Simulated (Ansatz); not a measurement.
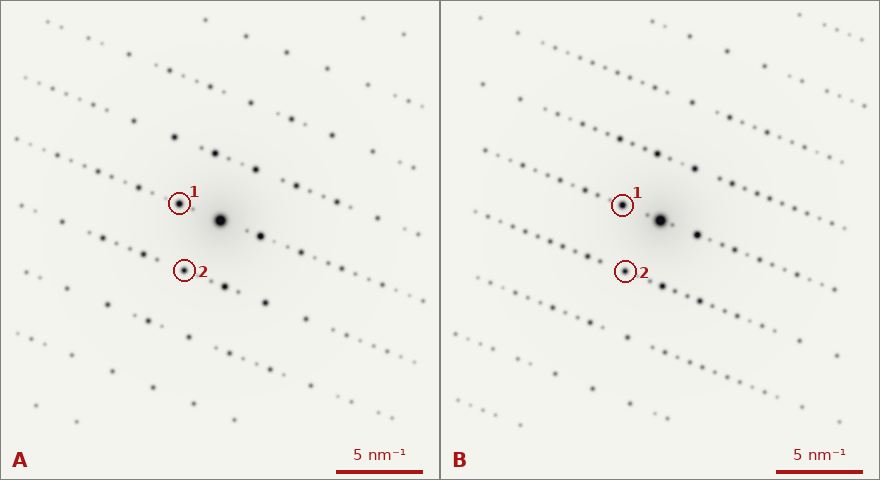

Kinematic electron diffraction patterns (200 kV, B = 0.5 Å², same scale) along [100] of the run's own cell, for the start and the end of one relaxation of Sn3O2 with DFT r2SCAN, scalar-relativistic, plane waves, PAW (Ansatz). k mesh 12×12×4. The start is a generated model structure, and the relaxation ends in the nearest stationary point of its symmetry, not necessarily the ground state. Spot 1 is 0 0 -3 and spot 2 is 0 1 -1 in both.

Start structure:

```
CELL_PARAMETERS angstrom
3.28543 0.00000 0.00000
-1.64272 2.84527 0.00000
0.00000 0.00000 11.73460
ATOMIC_POSITIONS crystal
Sn 0.00000 0.00000 0.00000
Sn 0.33333 0.66667 0.65923
Sn 0.66667 0.33333 0.34077
O 0.33333 0.66667 0.25058
O 0.66667 0.33333 0.74942
```

**Which pattern belongs to the start structure, and which to the relaxed one?**

A is the start: its cell gives d(1) = 3.912 Å, d(2) = 2.765 Å and an angle of 76.4°. B is the relaxed structure, with d(1) = 4.248 Å (+8.6 %), d(2) = 2.758 Å (-0.3 %) and 77.5°.

**Name reflections whose intensity changes strongly on relaxation.**

0 1 -9, 0 1 4, 0 2 9 come into sight; 0 0 11 goes from 0.92 to 9.7 % of the strongest spot; 0 1 -6 goes from 1.6 to 10 % of the strongest spot; 0 0 9 goes from 12 to 3 % of the strongest spot.

**Summarise the relaxation behind the change.**

The volume changed by +7.1 % to 23.49 Å³ an atom; with the mean shift removed, the atoms moved by up to 0.28 Å relative to the cell (O most); the space group stayed P-3m1 (No. 164); the free energy fell by 2.8 meV an atom. Relaxed cell: a = 3.262 Å, b = 3.262 Å, c = 12.745 Å, α = 90.00°, β = 90.00°, γ = 120.00°.
